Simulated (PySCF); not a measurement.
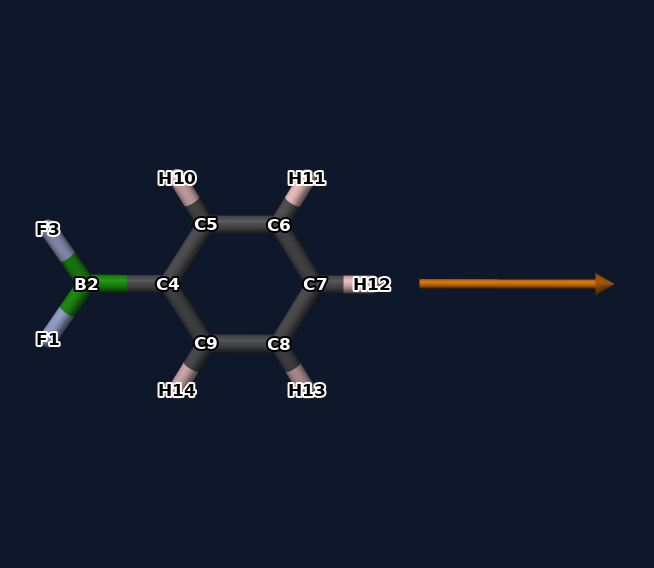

The arrow beside the molecule shows the direction of the dipole moment, from the negative to the positive end (its length means nothing). Computed geometry: GFN2-xTB optimisation. No frequency run is at hand to confirm it as a minimum. Level of theory: ωB97X-D/def2-SVPD, gas phase (PySCF 2.14.0).

> Estimate the dipole moment.

2.59 D; it points from the side of F1, F3 to the side of H12 (the outermost atoms at the two ends).

The geometry is semi-empirical. Around B such bond lengths and angles can be off by a tenth of an ångström or more and by several degrees, and values that hang on the shape move with them.
